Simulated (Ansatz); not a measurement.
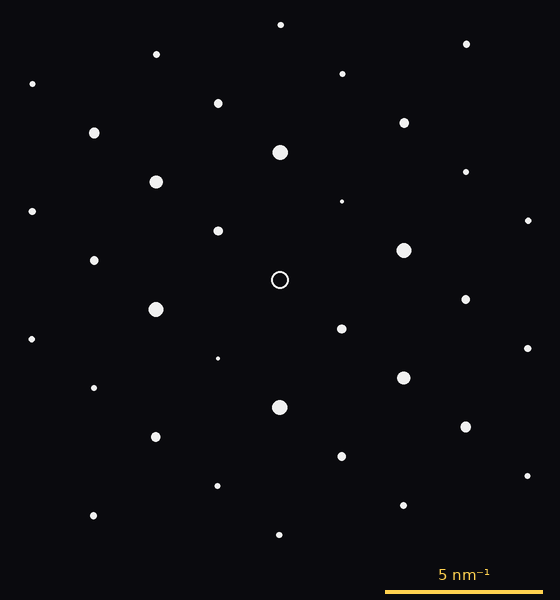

Kinematic zone-axis pattern, calculated for 300 keV electrons with B = 0.8 Å².

It belongs to PtSe₃, space group P6_3/mmc (No. 194), a = 7.93 Å, c = 3.51 Å (hexagonal axes). Structure: coordinates from a relaxation with DFT PBE, scalar-relativistic, plane waves, PAW (Ansatz); the starting structure was generated, so it need not be a known form of this composition.

```cif
data_structure
_symmetry_space_group_name_H-M 'P6_3/mmc'
_symmetry_Int_Tables_number 194
_cell_length_a 7.9271
_cell_length_b 7.9271
_cell_length_c 3.5082
_cell_angle_alpha 90.000
_cell_angle_beta 90.000
_cell_angle_gamma 120.000
_cell_volume 190.92
loop_
_atom_site_label
_atom_site_type_symbol
_atom_site_symmetry_multiplicity
_atom_site_Wyckoff_symbol
_atom_site_fract_x
_atom_site_fract_y
_atom_site_fract_z
_atom_site_occupancy
Pt1 Pt 2 c 0.33333 0.66667 0.25000 1
Se1 Se 6 h 0.79970 0.59940 0.25000 1
```

> Which low-index zone axis gives this pattern?

The spots form a rectangular net whose two shortest vectors correspond to d = 3.96 Å and 3.12 Å, 90.0° apart. They index as -1 2 0 and -1 0 1 (weak), so the zone axis is [212] (or an equivalent direction of <212>).

> Which reflections of this zone are missing, and why?

A glide plane extinguishes reflections such as 4 -2 -3. In a thicker crystal double diffraction can put intensity into those places emptied by glide planes or screw axes that lie on the net of the visible spots, but never into those emptied by centring.

> List the strongest reflections.

Strongest reflections with d > 1.20 Å, one of each family (|F|² from tabulated Gaussian fits of the electron scattering factors, times a small damping for the curvature of the Ewald sphere):

```tsv
hkl	d (Å)	I (strongest = 100)
2 -2 -1	2.453	100
2 -4 0	1.982	58
3 -6 0	1.321	23
2 0 -2	1.562	14
1 -2 0	3.964	13
3 -4 -1	1.673	9
```
